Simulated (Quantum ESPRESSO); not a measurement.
# Energy and gap at +3 % biaxial strain: H-SiC-H chair, 1 layer

**Set-up.** Quantum ESPRESSO 7.5 driven by ASE, PBE, GBRV ultrasoft, ESM (bc1); atomic heights clamped; cell area 8.447 Å² at zero strain.

| strain (%) | energy (meV a cell) | gap on the mesh (eV) |
| --- | --- | --- |
| −3 | 80.83 | 3.517 |
| −1.5 | 19.16 | 3.632 |
| 0 | 0.00 | 3.734 |
| +1.5 | 18.51 | 3.821 |

To predict: What are energy and gap at +3 %, and how stiff is the sheet?

**Worked estimate.** About zero, E'' = (19.16 + 18.51 − 2 × 0.00)/1.5² = 16.74 meV per %² and E' = (18.51 − 19.16)/3 = −0.22 meV per %. With E = A K ε², where K = (C11 + C22)/2 + C12 (C11 + C12 for a hexagonal sheet), K = 16.74 × 10/(2 × 8.447) × 16.02 = 159 N/m. The parabola gives E(+3 %) = 0.00 + 3 × (−0.22) + 4.5 × 16.74 = 74.7 meV. Continuing the last slope, the gap is 2 × 3.821 − 3.734 = 3.908 eV.

**The withheld run.** E = 70.3 meV and the gap 3.884 eV. The parabola misses by +4.4 meV, too high, since bonds soften under tension. The gap's line misses by +0.024 eV.

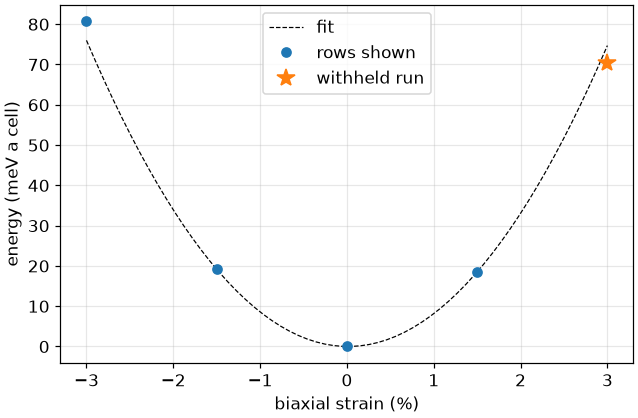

The rows shown, the fit and the withheld run.

**Limits.** Clamped heights stiffen sheets with several planes. Semilocal gap, no spin-orbit coupling.
